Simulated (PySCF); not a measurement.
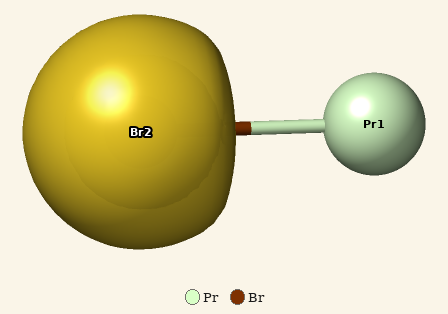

The picture shows: PrBr (quintet). Isosurface of the ELF at 0.75 (yellow), seen from one side. Core shells and regions of very low density are left out.

Theory: PySCF, PBE0/x2c-SVPall, spin-free X2C-1e, Gaussian nucleus, at a bond length of 2.751 Å.

**Identify the bonds, lone pairs and shells in this picture.**

The surface consists of one region wrapped around Br (its valence shell).

Values along the shortest contacts:
Pr–Br (2.75 Å): the ELF peaks at about 0.75 in the valence shell of Br, 1.0 Å from its nucleus, and is about 0.25 at the midpoint.
